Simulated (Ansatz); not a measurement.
The parent structure is CsSnI$_{3}$ in the cubic perovskite structure (space group Pm-3m, No. 221; a = 6.271 Å).

Perturbation: a hydrostatic pressure of 1.5 GPa.

The values are results of PBE (Ansatz, a quantum-chemistry and plane-wave program, PAW, without spin-orbit coupling), not measurements.

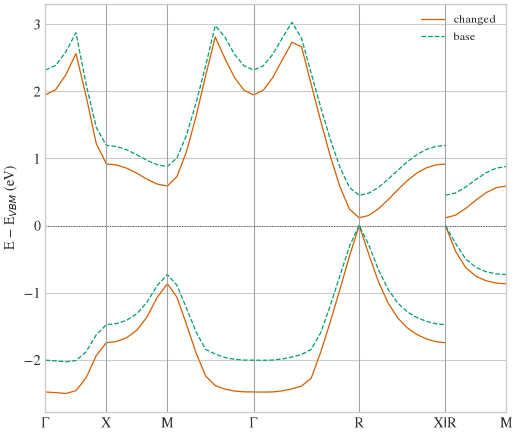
Figure. Highest valence and lowest conduction band along the path, each from its own valence-band maximum

**Question.** Read the changed gap and its character from the plot.

**Answer.** About 0.1 eV, direct at R.

Spin-orbit coupling, missing from the scalar runs, can matter with I. Load acts through the strain it causes; cell and atoms are relaxed under it. No phonon test of stability was made. Many cubic perovskites are stable only at high temperature; tilts and polar distortions were not tested.
